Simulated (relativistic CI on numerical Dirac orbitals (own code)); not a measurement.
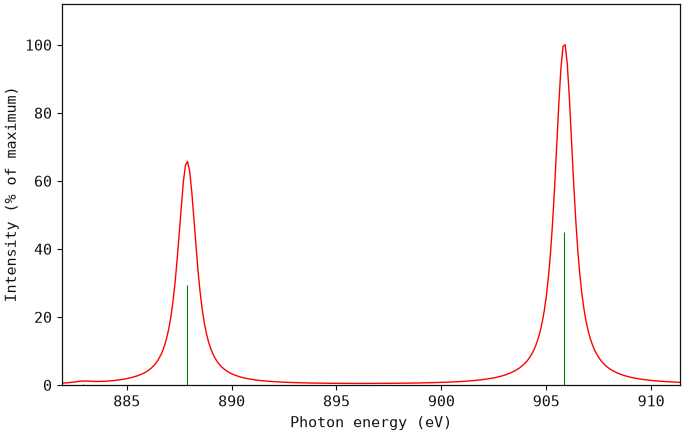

M₄,₅ X-ray absorption of Ce⁴⁺, [Xe], in a field of Oh symmetry with B40 = 3,310, B60 = 930 cm⁻¹ (Wybourne parameters). Sticks are the strongest transitions, on a scale of their own. Multiplet model: relativistic Dirac–Coulomb–Breit theory, one configuration a step, Slater integrals scaled by 0.8, 300 K, Voigt broadening (Lorentzian 0.9 eV, Gaussian 0.4 eV full widths), computed with a radial Dirac CI code.

**Give the peaks, the centroid and the ground-state spin.**

The main maxima lie at 887.9 eV (66) and 905.9 eV (100), heights in % of the largest; the centroid is at 898.7 eV. The lower edge holds 0.40 of the intensity (branching ratio, edges parted at 895 eV), and the core spin-orbit splitting of the orbitals is 19.3 eV. The ground state has S = 0.00.

Known limits: free-ion energies, so absolute edge positions are off by a few eV from solids.
